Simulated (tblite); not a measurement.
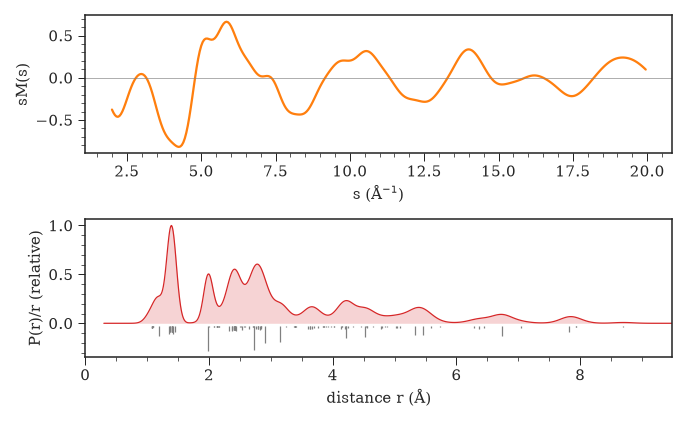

Simulated gas electron diffraction: reduced molecular intensity sM(s) from the Debye equation in the first Born approximation (top) and the radial distribution curve (bottom) of C8H7BrO2. Each pair of atoms contributes with weight ZᵢZⱼ/r (bars below the curve); damping constant 0.0015 Å²; vibrational amplitudes assumed, not computed: 0.05 Å for bonds, 0.078 Å for bonds to H, 0.06 + 0.015 r up to 0.15 Å for other pairs. The geometry is the end point of an optimisation (tblite 0.8.0, GFN2-xTB geometry optimisation, gas phase); it may be a saddle point or a higher isomer.

Q: Assign the first 8 clear peaks of the radial distribution curve (– bonded, ··· not bonded).

A: Peak 1, 1.39 Å: O–C 1.35–1.41 Å (×2), C–C 1.37–1.45 Å (×7), not resolved; in its flanks C–H 1.08–1.09 Å, O–C 1.19 Å
Peak 2, 1.99 Å: Br–C 1.99 Å, O···H 2.00–2.08 Å (×3), C···H 2.12–2.16 Å (×8), not resolved
Peak 3, 2.41 Å: O···C 2.33–2.43 Å (×3), C···C 2.38–2.53 Å (×9), not resolved
Peak 4, 2.78 Å: Br···O 2.73 Å, C···C 2.76–2.84 Å (×4), Br···C 2.91 Å, not resolved; in its flanks Br···C 3.15 Å
Peak 5, 3.66 Å: O···C 3.60–3.66 Å (×3), C···C 3.64–3.76 Å (×3), C···H 3.84–3.90 Å (×5), not resolved
Peak 6, 4.22 Å: O···C 4.14–4.20 Å (×2), C···C 4.21–4.24 Å (×2), Br···C 4.22–4.52 Å (×2), not resolved
Peak 7, 5.39 Å: Br···C 5.32–5.46 Å (×2), O···C 5.59 Å, not resolved
Peak 8, 6.72 Å: O···O 6.36 Å, Br···O 6.73 Å, O···C 7.04 Å, not resolved
